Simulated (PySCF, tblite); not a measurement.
# C8H11NSi: geometry, infrared bands and NMR shifts

Wanted: the infrared bands and NMR shifts of C8H11NSi (`C=CC/C=C/C(C#N)=C\[SiH3]`), by calculation.

Computed with tblite 0.8.0 and PySCF 2.14.0, with density-fitted response routines of our own, on a single molecule in the gas phase. Atoms are numbered from 0 throughout.

## 1. The molecule as given

21 atoms, charge 0, multiplicity 1; geometry from: force field or distance geometry start.

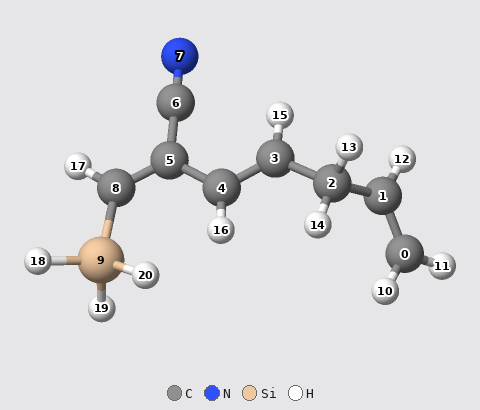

The starting geometry (carbon grey, nitrogen blue, silicon light orange, hydrogen white), atoms numbered; sticks join atoms by distance.

## 2. Relaxing the molecule with GFN2-xTB

The job: settings as JSON, then the geometry in Å.

```
{"job": {"kind": "relax", "xc": "GFN2-xTB", "basis": "xTB"}, "charge": 0, "multiplicity": 1}
C      3.604800    -0.656900    -0.459600
C      2.961400     0.515700    -0.324500
C      1.893400     0.598200     0.683900
C      0.558300     0.977500     0.106100
C     -0.500000     0.180400     0.229600
C     -1.742100     0.629900    -0.363100
C     -1.827900     1.911100    -1.050500
N     -1.914600     2.938600    -1.603700
C     -2.798300    -0.128300    -0.270900
Si    -2.856600    -1.755500     0.560600
H      3.336500    -1.540500     0.130300
H      4.407000    -0.781900    -1.184100
H      3.232500     1.380200    -0.902800
H      2.191200     1.404400     1.408500
H      1.739100    -0.350600     1.197900
H      0.495900     1.934000    -0.387900
H     -0.355600    -0.749800     0.749100
H     -3.717100     0.234100    -0.719100
H     -4.173300    -1.990600     1.210800
H     -2.751200    -2.756700    -0.534900
H     -1.792100    -1.976400     1.523800
```

Launch:

```sh
$ OMP_NUM_THREADS=1 python probes_run.py task.json out
```

This one command runs all jobs of the session in turn.

**Question.** This job is followed by: GFN2-xTB harmonic vibrations, gas phase; GIAO PBE0/pcSseg-1 NMR shielding, non-relativistic, gas phase. What will the session give for the following? strongest single infrared mode (GFN2-xTB); zero-point energy (GFN2-xTB); 13C shifts against TMS (PBE0/pcSseg-1); 1H shifts against TMS (PBE0/pcSseg-1, means over atoms taken as alike); 15N shifts against NH3 (PBE0/pcSseg-1); 29Si shifts against TMS (PBE0/pcSseg-1); surface potential, least and greatest.

**Answer**, as computed:

| quantity | value |
| --- | --- |
| strongest single infrared mode (GFN2-xTB) | 798 cm⁻¹, 392 km/mol |
| zero-point energy (GFN2-xTB) | 97.9 kcal/mol |
| 13C shifts against TMS (PBE0/pcSseg-1) | 149.3, 143.3, 143.0, 138.2, 132.6, 122.3, 122.3, 46.3 ppm |
| 1H shifts against TMS (PBE0/pcSseg-1, means over atoms taken as alike) | 6.83, 6.79, 6.30, 6.20, 5.49, 5.37, 4.26, 3.15 ppm |
| 15N shifts against NH3 (PBE0/pcSseg-1) | 318.1 ppm |
| 29Si shifts against TMS (PBE0/pcSseg-1) | -87.2 ppm |
| surface potential, least and greatest | -1.66 V and 1.19 V |

**Reading.** The optimisation took 127 steps and gained 0.543 eV; among the close pairs (by a distance rule), C8–Si9 changed most, from 1.828 to 1.882 Å. No mode is imaginary among the 57: a minimum at this level. The strongest single mode, at 798 cm⁻¹, has its largest shares on H18, H20 and H19 (the list is cut at 3 atoms). GFN2-xTB is a fitted tight-binding method: band positions and strengths are rough. Its intensities can rank the bands wrongly. At PBE0/pcSseg-1: The widest tensor belongs to N7: span 426 ppm, with a paramagnetic part of -393 ppm. At PBE0/pcSseg-1, counted by nearest atom on the grid, the HOMO lies on C3, C8 about 23 % each; C4 16 %, the LUMO on C8 28 %; C5 18 %.
